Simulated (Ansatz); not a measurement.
Start from ZrO2 in the fluorite structure (space group Fm-3m, No. 225; a = 5.089 Å). Axes: x, y, z lie along the cube axes.

Now apply this change: compressive biaxial strain of 1.26 % in the plane normal to [001], as in epitaxy on a mismatched substrate; the out-of-plane cell vector and the atoms relax.

All numbers come from r2SCAN (Ansatz, a first-principles code), no spin-orbit coupling.

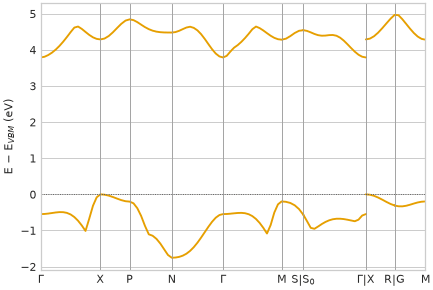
Figure: Highest valence and lowest conduction band along the path of the changed cell's own zone

The gap is 3.79 eV, indirect, X → Γ; the base has 3.89 eV.

Stability against distortions was not tested. This is not the structure that ZrO2 has at room temperature and ambient pressure. Labels are those of the standard path for the cell's own space group.
